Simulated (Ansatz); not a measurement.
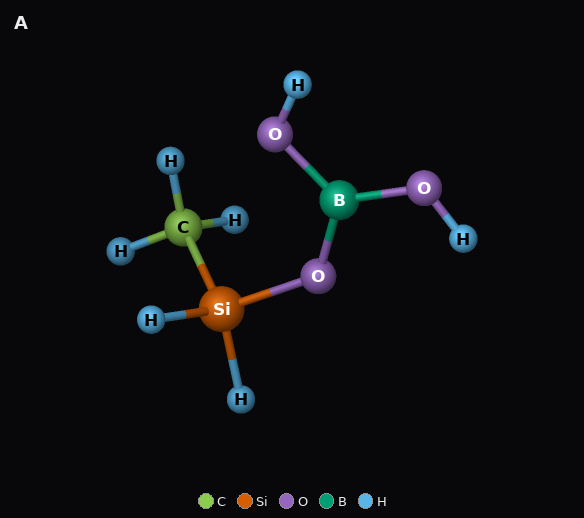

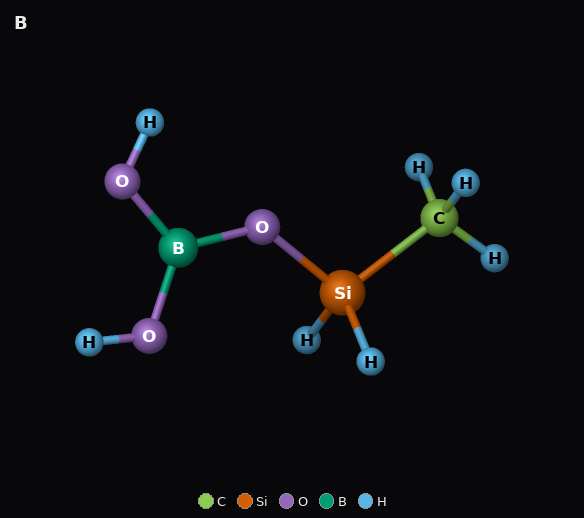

2 stationary structures of one formula. Geometries: PBE0-D4/def2-TZVP. Electronic energies: ωB97X-V/def2-TZVPP (Ansatz 0.2.0), without zero-point energy. No frequency run is at hand to confirm each as a minimum.

**Which is lowest in energy, and by how much?**

A is lowest; B lies 1.4 kJ/mol above it.

Give E(B) − E(A) in kJ/mol at these levels too: B2PLYP (frozen core)/def2-TZVPP; PBE0-D4/def2-TZVPP; PBE-D4/def2-TZVPP; RHF-CCSD(T) (frozen core)/def2-TZVPP; ωB97M-V/def2-TZVPP; ωB97X-V/def2-TZVPP; CCSD(T)/CBS (MP2 limit from def2-TZVPP and def2-QZVPP plus CCSD(T) − MP2); PBE0-D4/def2-TZVP.

```json
{"level": "B2PLYP (frozen core)/def2-TZVPP", "E(B) − E(A) (kJ/mol)": "+0.6"}
{"level": "PBE0-D4/def2-TZVPP", "E(B) − E(A) (kJ/mol)": "+1.5"}
{"level": "PBE-D4/def2-TZVPP", "E(B) − E(A) (kJ/mol)": "+1.5"}
{"level": "RHF-CCSD(T) (frozen core)/def2-TZVPP", "E(B) − E(A) (kJ/mol)": "+1.2"}
{"level": "ωB97M-V/def2-TZVPP", "E(B) − E(A) (kJ/mol)": "+1.5"}
{"level": "ωB97X-V/def2-TZVPP", "E(B) − E(A) (kJ/mol)": "+1.4"}
{"level": "CCSD(T)/CBS (MP2 limit from def2-TZVPP and def2-QZVPP plus CCSD(T) − MP2)", "E(B) − E(A) (kJ/mol)": "+1.2"}
{"level": "PBE0-D4/def2-TZVP", "E(B) − E(A) (kJ/mol)": "+1.6"}
```
